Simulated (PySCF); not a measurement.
# SnH₄: structure of the singlet

Aim: relax SnH₄ as a singlet from a PBE0 minimum start, check by its vibrations whether the end is a minimum, and collect its spectrum and constants.

Computed with PySCF 2.14.0. Level: PBE0, basis Sn x2c-TZVPall, H x2c-TZVPall, spin-free X2C, no spin–orbit coupling, density fitting.

**1. The starting structure**

5 atoms, charge 0, spin multiplicity 1.

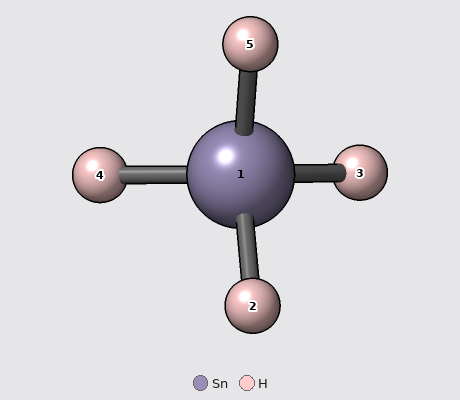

The starting geometry (tin purple, hydrogen pink); atoms are numbered from 1 in the order of the file.

```xyz
5
charge 0 multiplicity 1
Sn    0.0000    0.0000    0.0000
H     0.9849    0.9849    0.9849
H    -0.9849   -0.9849    0.9849
H    -0.9849    0.9849   -0.9849
H     0.9849   -0.9849   -0.9849
```

**2. Finding the electronic state**

The steps below are one call of a driver around PySCF. For each, scf.py gives the equivalent set-up of the SCF; relaxations use the driver's own optimiser. After this first run the driver tries any further starts and a stability analysis.

scf.py

```python
from pyscf import gto, scf, dft
mol = gto.M(atom='''
Sn    -0.000000     0.000000    -0.000000
H      0.984900     0.984900     0.984900
H     -0.984900    -0.984900     0.984900
H     -0.984900     0.984900    -0.984900
H      0.984900    -0.984900    -0.984900''',
    basis={'Sn': 'x2c-TZVPall', 'H': 'x2c-TZVPall'},
    nucmod='G',
    charge=0, spin=0)
mf = dft.RKS(mol, xc='PBE0')
mf.grids.atom_grid = (50, 194)
aux = {'Sn': 'AutoAux', 'H': 'AutoAux'}  # AutoAux: made from the orbital basis by basis_set_exchange (get_aux=1)
mf = mf.density_fit(auxbasis=aux).sfx2c1e()
mf.conv_tol = 1e-08
mf.diis_space = 10
mf.max_cycle = 60
mf.init_guess = 'minao'
mf.verbose = 4
mf.kernel()
```

Launch:

```console
OMP_NUM_THREADS=2 python axn.py task.json out
```

What it wrote:

```text
init E= -6178.32995123376
  HOMO = -0.352209168021877  LUMO = -0.0143174658463717  gap/eV = 9.19450
cycle= 1 E= -6178.53547731147  delta_E= -0.206  |g|= 0.112  |ddm|= 1.74
  HOMO = -0.334532870490204  LUMO = 0.0253627662192944  gap/eV = 9.79326
cycle= 2 E= -6178.53688471347  delta_E= -0.00141  |g|= 0.074  |ddm|= 0.149
  HOMO = -0.33534769162084  LUMO = 0.0255045263916255  gap/eV = 9.81929
cycle= 3 E= -6178.53738725522  delta_E= -0.000503  |g|= 0.0157  |ddm|= 0.0638
  HOMO = -0.337816462469235  LUMO = 0.0236702274862909  gap/eV = 9.83655
cycle= 4 E= -6178.53741997119  delta_E= -3.27e-05  |g|= 0.00174  |ddm|= 0.018
  HOMO = -0.337329145852901  LUMO = 0.0240534036578309  gap/eV = 9.83372
cycle= 5 E= -6178.53742067894  delta_E= -7.08e-07  |g|= 0.000176  |ddm|= 0.00274
  HOMO = -0.33732850907189  LUMO = 0.0240517960381244  gap/eV = 9.83366
cycle= 6 E= -6178.53742068838  delta_E= -9.43e-09  |g|= 8.12e-06  |ddm|= 0.000327
  HOMO = -0.337330595014585  LUMO = 0.024049592273394  gap/eV = 9.83366
Extra cycle  E= -6178.53742068841  delta_E= -2.73e-11  |g|= 6.8e-06  |ddm|= 2.87e-05
converged SCF energy = -6178.53742068841
```

This step, with its further starts and checks, ran for 4.5 s (2 threads of Arm Neoverse V2, shared host).

The test of internal stability found no lower closed-shell solution.

**3. PBE0 minimum start, singlet: relaxation**

The program finds Td symmetry in the start, which this walk keeps. Threshold on the gradient: 0.0003 Eh/bohr, with a further test on the energy change.

scf.py, as its differences from that of step 2:

```diff
@@ -3 +3 @@
-Sn    -0.000000     0.000000    -0.000000
+Sn     0.000000     0.000000     0.000000
@@ -18 +17,0 @@
-mf.init_guess = 'minao'
```

Steps of the walk:

```tsv
step	energy (Eh)	change (kJ/mol)	largest symmetric gradient (Eh/bohr)
0	-6178.537421	0.00	0.00002
```

The walk took 1.8 s.

After 0 steps and 0.0 kJ/mol it ends at Td: Sn–H 1.706 Å (×4); H–Sn–H 109.5° (×6).

**4. Vibrations and properties at this point**

On the finer grid the gradient is checked again; gradients at displacements of ±0.02 bohr then give force constants and infrared intensities.

scf.py, as its differences from that of step 3:

```diff
@@ -12 +12 @@
-mf.grids.atom_grid = (50, 194)
+mf.grids.atom_grid = (75, 302)
@@ -15 +15 @@
-mf.conv_tol = 1e-08
+mf.conv_tol = 1e-10
```

This SCF starts from the last density.

Log of the central SCF (cycles and frontier levels):

```text
init E= -6178.52671150608
  HOMO = -0.337334900880872  LUMO = 0.0240506240306993  gap/eV = 9.83380
cycle= 1 E= -6178.52671150608  delta_E= -2.73e-12  |g|= 1.07e-06  |ddm|= 1.87e-06
  HOMO = -0.337334805436545  LUMO = 0.0240507099980398  gap/eV = 9.83380
Extra cycle  E= -6178.52671150608  delta_E= 3.64e-12  |g|= 1.14e-06  |ddm|= 1.84e-06
converged SCF energy = -6178.52671150608
```

The whole step took 17 s.

Geometry: Td; Sn–H 1.706 Å (×4); H–Sn–H 109.5° (×6).

Modes, for the most abundant isotopes:

```
symmetry  ω (cm⁻¹)  IR (km/mol)  μ (u)     type
      t2       684          437   1.03     bend
       e       755          0.0   1.01     bend
      a1      1963          0.0   1.01  stretch
      t2      1965          517   1.02  stretch
```

Every mode is real; the point is a minimum.

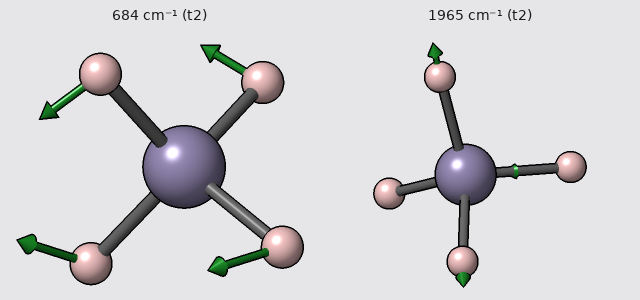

How the atoms move in 2 of the modes.

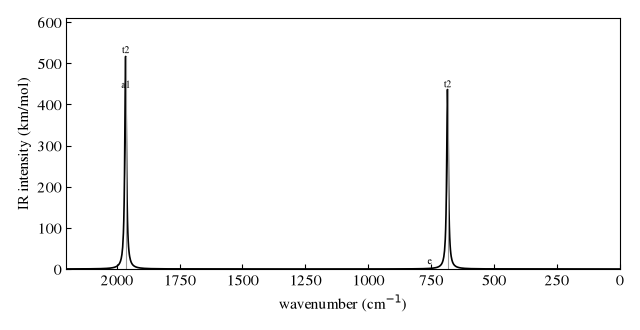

The harmonic infrared spectrum (widths in cm⁻¹). Lines are broadened to a width of 8 cm⁻¹ (Lorentzian).

Constants and moments:

* Dipole moment: 0.00 D
* Highest occupied level: -9.18 eV
* Lowest empty level: 0.65 eV
* Rotational constants: 2.155, 2.155, 2.155 cm⁻¹
* Zero-point energy: 68.3 kJ/mol
* Principal polarisabilities: 41.8, 41.8, 41.8 bohr³
* Principal traceless quadrupole moments about the centre of mass: 0.00, 0.00, 0.00 D Å
* Entropy at 298.15 K and 1 bar: 228.7 J/(mol K)
* Heat capacity Cp at 298.15 K: 50.4 J/(mol K)
* Enthalpy at 298.15 K above 0 K: 11.35 kJ/mol
* Rotational symmetry number: 12

Populations by atom (charges in e):

```
    atom  Mulliken  Löwdin  polar tensor  Mayer order to Sn1
     Sn1      0.24    0.44          1.09                   –
H2,3,4,5     -0.06   -0.11         -0.27                0.95
```

Outer orbital energies (eV). occupied: -28.48, -28.48, -28.34, -28.34, -14.58, -9.18, -9.18, -9.18; empty: 0.65, 0.87, 0.87, 0.87.

Mulliken populations on Sn1: s 9.34, p 20.30, d 20.10, f 0.02.

**5. Results**

```
                            quantity                                    value
                             minimum                              singlet, Td
                            geometry    Sn–H 1.706 Å (×4); H–Sn–H 109.5° (×6)
                  wavenumbers (cm⁻¹)  684 (t2), 755 (e), 1963 (a1), 1965 (t2)
                       dipole moment                                   0.00 D
highest occupied, lowest empty level                           -9.18, 0.65 eV
          polar-tensor charge of Sn1                                  +1.09 e
                   zero-point energy                              68.3 kJ/mol
                 entropy at 298.15 K                          228.7 J/(mol K)
```

The PBE0 minimum start keeps its Td symmetry and ends in a minimum. In the infrared the band at 1965 cm⁻¹ (t2, stretch) leads. The dipole vanishes although Sn1 carries +1.1 e by the polar tensor: the bond dipoles cancel. Only this shape and spin were tried, so other structures or states may lie lower.

The search up to here took 23 s.
